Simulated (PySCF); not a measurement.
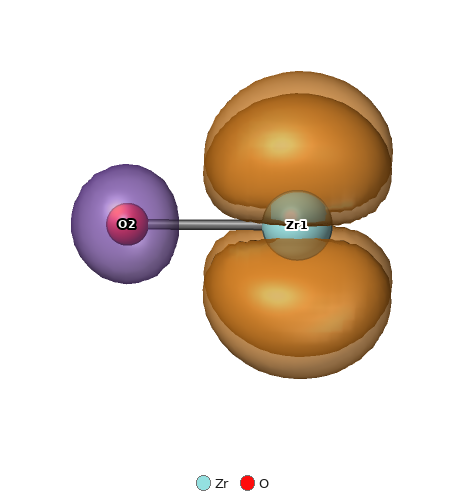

*ZrO (charge +1, doublet). Isosurfaces of the spin density at +0.03 (orange) and −0.03 e/Å³ (purple), seen from one side.*

Core potentials replace the inner electrons of Zr.

The calculation used PBE0/def2-TZVPPD, non-relativistic Hamiltonian with scalar-relativistic core potentials where named, at a bond length of 1.683 Å (PySCF 2.14.0).

```xyz
2

Zr    0.0000    0.0000   -0.2542
O     0.0000    0.0000    1.4288
```

Question: Which atoms carry the spin?

Answer: The unpaired spin (1 electron) lies mostly on Zr1 (about 1.1), in electrons by Hirshfeld's partition, with opposite, polarisation-induced spin on O2.
